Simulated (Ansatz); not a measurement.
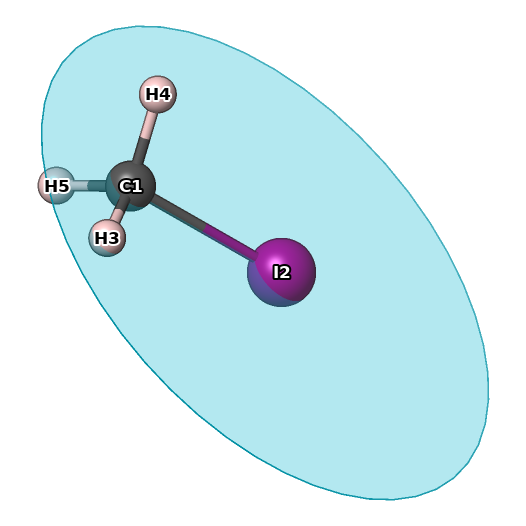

A disc through the centre of mass is drawn in. Atoms fade into the background with distance from the viewer. Computed geometry: PBE0-D4/def2-TZVP optimisation. No frequency run is at hand to confirm it as a minimum.

Is the plane of the disc a mirror plane of the structure?

Yes. The reflection leaves C1, I2, H3 in place and moves H4 ↔ H5. The point group is C3v.
